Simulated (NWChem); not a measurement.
**MP2/6-311++G(2d,2p) run of BH2O2F (SMILES OB(O)F)**

What is the vertical ionisation energy of BH2O2F at MP2/6-311++G(2d,2p)? 

The calculation is run with NWChem 7.3.0.

## 1. The molecule

The species is BH2O2F (6 atoms), meant as a singlet with charge 0. As SMILES, `OB(O)F`. The shape is that of a PBE0-D4/def2-TZVP optimisation. This is one conformer, not always the lowest.

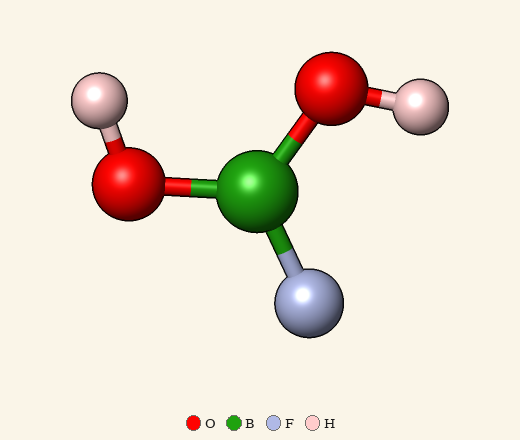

Viewed from a chosen angle; oxygen red, boron green, fluorine light blue, hydrogen pink.

## 2. A single-point energy at MP2/6-311++G(2d,2p)

Input file job.nw:

```
start job
title "BFH2O2"
memory total 2200 mb

geometry noautosym nocenter noautoz
O    -0.477500    0.971000   -0.208400
B    -0.023800   -0.307500   -0.106500
O     0.989400   -0.635200    0.726100
F    -0.573100   -1.280600   -0.833200
H    -1.198900    1.066100   -0.834300
H     1.326000    0.122200    1.210000
end

basis spherical bse
* library "6-311++G(2d,2p)"
end

scf
thresh 1e-08
maxiter 80
print low
end

mp2
freeze core 4
tight
end

task mp2 energy
```

Command:

```sh
$ nwchem job.nw > job.out
```

The log of the run:

```text
[...]
  functions       =   128
[...]
  wavefunction    = RHF
[...]
         Total SCF energy =   -275.295061918553
      One-electron energy =   -608.519781112366
      Two-electron energy =    218.726157730325
 Nuclear repulsion energy =    114.498561463488
        Time for solution =     35.9s
[...]
          Total MP2 energy          -276.046105592821
[...]
```

It took 43 s on 1 thread of Intel Xeon Platinum 8375C at 2.90GHz (Ice Lake), shared host; peak memory 0.51 GiB.

## 3. The doublet cation at the same level

Input file input.nw:

```
start input
memory stack 880 mb heap 220 mb global 1100 mb
charge 1

geometry units angstrom noautosym nocenter noautoz
   O       -0.477500       0.971000      -0.208400
   B       -0.023800      -0.307500      -0.106500
   O        0.989400      -0.635200       0.726100
   F       -0.573100      -1.280600      -0.833200
   H       -1.198900       1.066100      -0.834300
   H        1.326000       0.122200       1.210000
end

basis spherical bse
   * library "6-311++G(2d,2p)"
end

scf
   nopen 1
   uhf
   thresh 1e-08
   maxiter 80
   print low
end

mp2
   freeze core 4
   tight
end

task mp2
```

Command:

```sh
$ nwchem input.nw > input.out
```

The log of the run:

```text
[...]
  functions       =   128
[...]
  wavefunction    = UHF
[...]
         Total SCF energy =   -274.860977778753
      One electron energy =   -598.649834044184
      Two electron energy =    209.290294801943
 Nuclear repulsion energy =    114.498561463488
                       Sz =      0.5000
                 Sz(Sz+1) =      0.7500
                      S^2 =      0.7629
[...]
          Total MP2 energy          -275.556588040446
[...]
```

Run time: 2.5 min. Hardware: 1 thread of Intel Xeon Platinum 8375C at 2.90GHz (Ice Lake), shared host; peak memory 0.51 GiB.

## 4. Summary of results

At MP2/6-311++G(2d,2p), 4 core orbitals frozen:

| quantity | value |
| --- | --- |
| singlet BH2O2F: total energy | -276.04611 Eh |
| singlet BH2O2F: correlation energy (4 core orbitals frozen) | -751.0 mEh |
| doublet cation: total energy | -275.55659 Eh |
| doublet cation: correlation energy (4 core orbitals frozen) | -695.6 mEh |
| doublet cation: ⟨S²⟩ of the reference determinant | 0.763 |
| vertical ionisation energy (to the doublet cation) | 13.320 eV |

In words: The vertical ionisation energy comes to 13.32 eV (307 kcal/mol).
